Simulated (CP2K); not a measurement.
# singlet [SnH3O2]−: levels of theory compared

We compute a comparison of 3 runs (PBE0/TZV2P-MOLOPT-PBE0-GTH, AM1, PM6) of singlet [SnH3O2]−. 

The results are computed with CP2K 2026.2.

4 further runs of the same task are left out: 2 that didn't finish, 2 set aside as unsound or not needed. Runs told in other sessions of the task aren't counted.

**1. The molecule**

[SnH3O2]− has 6 atoms, charge -1, and is taken as a singlet. SMILES of the parent species: `[OH][SnH][OH]`. Geometry: relaxed at PBE0-D4/def2-TZVP. This is one conformer, not always the lowest. That shape belongs to the parent species and isn't relaxed for this state.

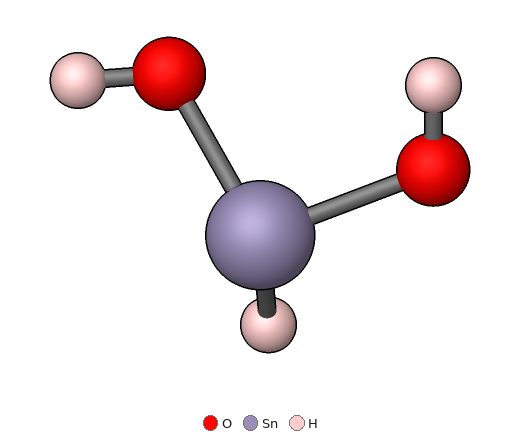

The structure, seen from a chosen angle (oxygen red, tin purple, hydrogen pink).

**2. The energy at PBE0/TZV2P-MOLOPT-PBE0-GTH (core potential) (run 1)**

File molecule.inp:

```
&FORCE_EVAL
  METHOD QUICKSTEP
  &DFT
    BASIS_SET_FILE_NAME BASIS_MOLOPT_UZH
    BASIS_SET_FILE_NAME BASIS_ADMM_UZH
    POTENTIAL_FILE_NAME POTENTIAL_UZH
    CHARGE -1
    &QS
      METHOD GPW
      EPS_DEFAULT 1.0E-10
    &END QS
    &MGRID
      CUTOFF 400
      REL_CUTOFF 50
      NGRIDS 4
    &END MGRID
    &POISSON
      PERIODIC NONE
      POISSON_SOLVER WAVELET
    &END POISSON
    &SCF
      SCF_GUESS ATOMIC
      EPS_SCF 1.0E-06
      MAX_SCF 80
      ADDED_MOS 3
      &DIAGONALIZATION
        ALGORITHM STANDARD
      &END DIAGONALIZATION
      &MIXING
        METHOD DIRECT_P_MIXING
        ALPHA 0.4
      &END MIXING
    &END SCF
    &XC
      &XC_FUNCTIONAL
        &PBE
          SCALE_X 0.75
          SCALE_C 1.0
        &END PBE
      &END XC_FUNCTIONAL
      &HF
        FRACTION 0.25
        &SCREENING
          EPS_SCHWARZ 1.0E-09
        &END SCREENING
        &MEMORY
          MAX_MEMORY 1050
        &END MEMORY
      &END HF
    &END XC
    &AUXILIARY_DENSITY_MATRIX_METHOD
      ADMM_TYPE ADMMS
      EXCH_CORRECTION_FUNC PBEX
    &END AUXILIARY_DENSITY_MATRIX_METHOD
    &PRINT
      &MOMENTS
        PERIODIC F
        REFERENCE COM
        MAX_MOMENT 1
      &END MOMENTS
      &MO ON
        ENERGIES T
        OCCUPATION_NUMBERS T
        NDIGITS 6
        &EACH
          QS_SCF 0
        &END EACH
        ADD_LAST NUMERIC
      &END MO
      &HIRSHFELD OFF
      &END HIRSHFELD
    &END PRINT
  &END DFT
  &SUBSYS
    &CELL
      ABC 13.3 13.3 13.3
      PERIODIC NONE
    &END CELL
    &COORD
      O     -1.248300    -0.684700    -0.233400
      Sn     0.417000     0.302500    -0.639600
      O      1.413900    -0.038300     1.016700
      H     -1.852000    -0.783400    -0.973600
      H      0.128600     2.026100    -0.624300
      H      1.182700    -0.886000     1.408100
    &END COORD
    &TOPOLOGY
      &CENTER_COORDINATES
      &END CENTER_COORDINATES
    &END TOPOLOGY
    &KIND O
      BASIS_SET ORB TZV2P-MOLOPT-PBE0-GTH-q6
      BASIS_SET AUX_FIT admm-tzp-q6
      POTENTIAL GTH-PBE0-q6
    &END KIND
    &KIND Sn
      BASIS_SET ORB TZV2P-MOLOPT-PBE0-GTH-q4
      BASIS_SET AUX_FIT admm-tzp-q4
      POTENTIAL GTH-PBE0-q4
    &END KIND
    &KIND H
      BASIS_SET ORB TZV2P-MOLOPT-PBE0-GTH-q1
      BASIS_SET AUX_FIT admm-tzp-q1
      POTENTIAL GTH-PBE0-q1
    &END KIND
  &END SUBSYS
&END FORCE_EVAL
&GLOBAL
  PROJECT_NAME molecule
  RUN_TYPE ENERGY
  PRINT_LEVEL MEDIUM
&END GLOBAL
```

On the command line:

```console
OMP_NUM_THREADS=1 cp2k.psmp molecule.inp > molecule.out
```

The program printed:

```text
CP2K| version string:                                       CP2K version 2026.2
[...]
 GLOBAL| Method name                                                        CP2K
[...]
 GLOBAL| Run type                                                         ENERGY
[...]
 DFT| Spin restricted Kohn-Sham (RKS) calculation                            RKS
 DFT| Multiplicity                                                             1
[...]
 DFT| Charge                                                                  -1
[...]
 FUNCTIONAL| PBE:
 QS| Method:                                                                 GPW
[...]
 QS| Density cutoff [a.u.]:                                                200.0
[...]
 QS| Relative density cutoff [a.u.]:                                        25.0
[...]
                             - Atoms:                                          6
[...]
                             - Spherical basis functions:                    129
[...]
 Number of electrons:                                                         20
[...]
     1 P_Mix/Diag. 0.40E+00    9.7     2.48957692       -35.0447427834 -3.50E+01
[...]
    16 DIIS/Diag.  0.54E-06    7.0     0.00000041       -37.2963205709 -7.96E-13
  *** SCF run converged in    16 steps ***
[...]
  Overlap energy of the core charge distribution:               0.00000045243249
  Self energy of the core charge distribution:                -94.03890266788882
  Core Hamiltonian energy:                                     26.90121127254314
  Hartree energy:                                              39.15580273310116
  Exchange-correlation energy:                                 -7.16994742030744
  Hartree-Fock Exchange energy:                                -2.14448494076419
  Total energy:                                               -37.29632057088366
[...]
                     Mulliken Population Analysis
 #  Atom  Element  Kind  Atomic population                           Net charge
       1     O        1          6.639892                             -0.639892
       2     Sn       2          3.701001                              0.298999
       3     O        1          6.639760                             -0.639760
       4     H        3          0.927959                              0.072041
       5     H        3          1.169098                             -0.169098
       6     H        3          0.922290                              0.077710
 # Total charge                             20.000000                 -1.000000
[...]
  Dipole moment [Debye]
    X= -0.9904373E+00 Y= -0.5756371E+00 Z= -0.7264883E+00  Total=      1.3565063
 ENERGY| Total FORCE_EVAL ( QS ) energy [hartree]            -37.296320570883658
[...]
```

It took 2 min on 1 thread of Intel Xeon 6975P-C (Granite Rapids), shared host; peak memory 1.8 GiB.

**3. The energy at AM1 (run 2)**

File molecule.inp:

```
&GLOBAL
  PROJECT molecule
  RUN_TYPE ENERGY
  PRINT_LEVEL MEDIUM
&END GLOBAL

&FORCE_EVAL
  METHOD QUICKSTEP
  &DFT
    CHARGE -1
    MULTIPLICITY 1
    # Quickstep
    &QS
      METHOD AM1
      EPS_DEFAULT 1.0E-10
      &SE
        &COULOMB
          CUTOFF [angstrom] 50
          RC_RANGE [angstrom] 0
        &END COULOMB
        &EXCHANGE
          CUTOFF [angstrom] 50
          RC_RANGE [angstrom] 0
        &END EXCHANGE
      &END SE
    &END QS
    &POISSON
      PERIODIC NONE
      POISSON_SOLVER ANALYTIC
    &END POISSON
    &SCF
      SCF_GUESS ATOMIC
      EPS_SCF 1.0E-07
      MAX_SCF 100
      ADDED_MOS 4
      &DIAGONALIZATION
        ALGORITHM STANDARD
      &END DIAGONALIZATION
      &MIXING
        METHOD DIRECT_P_MIXING
        ALPHA 0.4
      &END MIXING
    &END SCF
    # extra output
    &PRINT
      &MOMENTS
        PERIODIC F
        REFERENCE COM
        MAX_MOMENT 1
      &END MOMENTS
      &MO ON
        ENERGIES T
        OCCUPATION_NUMBERS T
        NDIGITS 6
        &EACH
          QS_SCF 0
        &END EACH
        ADD_LAST NUMERIC
      &END MO
      &HIRSHFELD OFF
      &END HIRSHFELD
    &END PRINT
  &END DFT
  # structure
  &SUBSYS
    # vacuum box
    &CELL
      ABC [angstrom] 19.3 18.9 18.4
      PERIODIC NONE
    &END CELL
    &COORD
      O     -1.248300    -0.684700    -0.233400
      Sn     0.417000     0.302500    -0.639600
      O      1.413900    -0.038300     1.016700
      H     -1.852000    -0.783400    -0.973600
      H      0.128600     2.026100    -0.624300
      H      1.182700    -0.886000     1.408100
    &END COORD
    &TOPOLOGY
      &CENTER_COORDINATES
      &END CENTER_COORDINATES
    &END TOPOLOGY
  &END SUBSYS
&END FORCE_EVAL
```

On the command line:

```console
OMP_NUM_THREADS=1 cp2k.psmp -i molecule.inp -o molecule.out
```

The program printed:

```text
CP2K| version string:                                       CP2K version 2026.2
[...]
 GLOBAL| Method name                                                        CP2K
[...]
 GLOBAL| Run type                                                         ENERGY
[...]
                             - Atoms:                                          6
[...]
                             - Spherical basis functions:                     15
[...]
 Number of electrons:                                                         20
[...]
     1 P_Mix/Diag. 0.40E+00    0.0     0.78861786       -24.7015675421 -2.47E+01
[...]
    21 DIIS/Diag.  0.68E-07    0.0     0.00000009       -28.1531027206  2.49E-14
  *** SCF run converged in    21 steps ***
  Core-core repulsion energy [eV]:                            792.91919551478168
  Core Hamiltonian energy [eV]:                             -1319.33692127029394
  Two-electron integral energy [eV]:                         -479.33431825461793
  Electronic energy [eV]:                                   -1559.00408039760282
  Total energy [eV]:                                         -766.08488488282114
  Atomic reference energy [eV]:                               762.15147717777302
  Heat of formation [kcal/mol]:                               -90.70654371128579
[...]
 SE_DIPOLE| Moment [Debye]          0.24416291       1.14353344       2.20680364
 SE_DIPOLE| Derivative [a.u.]       0.00000000       0.00000000       0.00000000
 ENERGY| Total FORCE_EVAL ( QS ) energy [hartree]            -28.153102720582183
[...]
```

Wall time 0.93 s (1 thread of Intel Xeon 6975P-C (Granite Rapids), shared host); peak memory 0.2 GiB.

**4. The energy at PM6 (run 3)**

File qs.inp:

```
&GLOBAL
   PROJECT_NAME qs
   RUN_TYPE ENERGY
   PRINT_LEVEL MEDIUM
&END GLOBAL
&FORCE_EVAL
   METHOD QS
   &DFT
      CHARGE -1
      &QS
         METHOD PM6
         EPS_DEFAULT 1.0E-10
         &SE
            &COULOMB
               CUTOFF [angstrom] 50
               RC_RANGE [angstrom] 0
            &END COULOMB
            &EXCHANGE
               CUTOFF [angstrom] 50
               RC_RANGE [angstrom] 0
            &END EXCHANGE
         &END SE
      &END QS
      &POISSON
         PERIODIC NONE
         POISSON_SOLVER ANALYTIC
      &END POISSON
      &SCF
         SCF_GUESS ATOMIC
         EPS_SCF 1.0E-06
         MAX_SCF 50
         &OT
            MINIMIZER CG
            PRECONDITIONER FULL_ALL
         &END OT
         &OUTER_SCF
            EPS_SCF 1.0E-06
            MAX_SCF 5
         &END OUTER_SCF
      &END SCF
      &PRINT
         &MOMENTS
            PERIODIC F
            REFERENCE COM
            MAX_MOMENT 1
         &END MOMENTS
         &MO_CUBES
            NLUMO 5
            NHOMO -1
            WRITE_CUBE F
         &END MO_CUBES
         &HIRSHFELD OFF
         &END HIRSHFELD
      &END PRINT
   &END DFT
   &SUBSYS
      &CELL
         ABC 13.3 12.9 12.4
         PERIODIC NONE
      &END CELL
      &COORD
         UNIT bohr
         O     -2.3589451    -1.2938955    -0.4410621
         Sn     0.7880158     0.5716422    -1.2086688
         O      2.6718838    -0.0723765     1.9212846
         H     -3.4997728    -1.4804114    -1.8398374
         H      0.2430188     3.8287741    -1.1797560
         H      2.2349791    -1.6742973     2.6609234
      &END COORD
      &TOPOLOGY
         &CENTER_COORDINATES
         &END CENTER_COORDINATES
      &END TOPOLOGY
   &END SUBSYS
&END FORCE_EVAL
```

On the command line:

```console
OMP_NUM_THREADS=1 cp2k.psmp -i qs.inp > qs.out 2>&1
```

The program printed:

```text
CP2K| version string:                                       CP2K version 2026.2
[...]
 GLOBAL| Method name                                                        CP2K
[...]
 GLOBAL| Run type                                                         ENERGY
[...]
                             - Atoms:                                          6
[...]
                             - Spherical basis functions:                     15
[...]
 Number of electrons:                                                         20
[...]
     1 OT CG       0.15E+00    0.0     0.53674838       -22.6826700264 -2.27E+01
[...]
     3 OT CG       0.41E+00    0.0     0.00000065       -25.6648535787 -3.25E-10
  *** SCF run converged in     3 steps ***
  Core-core repulsion energy [eV]:                            759.88944983002750
  Core Hamiltonian energy [eV]:                             -1218.46974137983966
  Two-electron integral energy [eV]:                         -479.59178160383294
  Electronic energy [eV]:                                   -1458.26563218175625
  Total energy [eV]:                                         -698.37618235172863
  Atomic reference energy [eV]:                               694.40912567777298
  Heat of formation [kcal/mol]:                               -91.48250742974993
[...]
 SE_DIPOLE| Moment [Debye]          1.20726926      -0.91292151       1.60439218
 SE_DIPOLE| Derivative [a.u.]       0.00000000       0.00000000       0.00000000
 *** WARNING in qs_scf_post_se.F:140 :: Printing of MO cube files not ***
 *** implemented for Semi-Empirical method.                           ***
 ENERGY| Total FORCE_EVAL ( QS ) energy [hartree]            -25.664853578678333
[...]
```

Wall time 1.2 s (1 thread of Intel Xeon 6975P-C (Granite Rapids), shared host); peak memory 0.2 GiB.

**5. All runs side by side**

```tsv
run	level	core potential	scheme	energy (Eh)	HOMO energy (eV)	LUMO energy (eV)	HOMO–LUMO gap (eV)	wall time
1	PBE0/TZV2P-MOLOPT-PBE0-GTH (core potential)	GTH-PBE0	GPW	-37.296321	0.61	5.17	4.57	2 min
2	AM1	–	–	-28.153103	-1.91	7.43	9.34	0.93 s
3	PM6	–	–	-25.664854	–	–	–	1.2 s
```

**6. Results**

```
                quantity           value
     run 3: total energy    -25.66485 Eh
run 3: heat of formation  -91.5 kcal/mol
```

In words: In run 1 the HOMO lies above zero, from self-interaction, a short basis or an electron that isn't bound. Force-field and semi-empirical energies have zeros of their own, so their totals don't compare. All runs together took 2.1 min, the longest 2 min.
